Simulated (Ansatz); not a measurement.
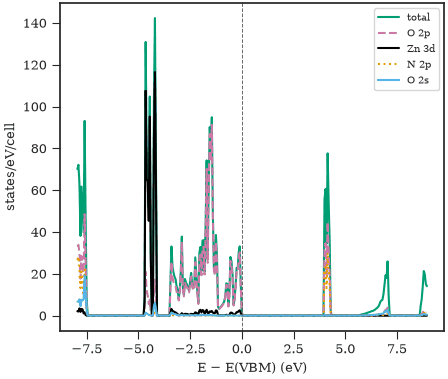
Figure: Total and projected density of states of ZnN2O6 in space group Pa-3 (No. 205; Zn on 4b, N on 8c, O on 24d), the program Ansatz at the r²SCAN level (PAW)

### Question
Which orbitals carry the states next to the gap?

### Answer
Top 1 eV of the valence band: O 2p 93 %, Zn 3d 6 %. Bottom 1 eV of the conduction band: O 2p 57 %, N 2p 39 %. Projections are on Löwdin-orthogonalised atomic valence shells; empty p or d shells of many metals are not among them.

### Question
Where is the tallest occupied peak in this window, and what makes it?

### Answer
Near -4.2 eV, about 140 states/eV per cell; the largest projected share is Zn 3d.

The workflow started from a Materials Project entry (that database holds measured and hypothetical structures alike); the Crystallography Open Database copy checked does not list it. Whether it is the stable phase at ambient conditions was not checked. Symmetry was held in the r²SCAN relaxation; whether a distortion lowers the energy is not shown.

Potentials: the later of the program's two PAW sets.
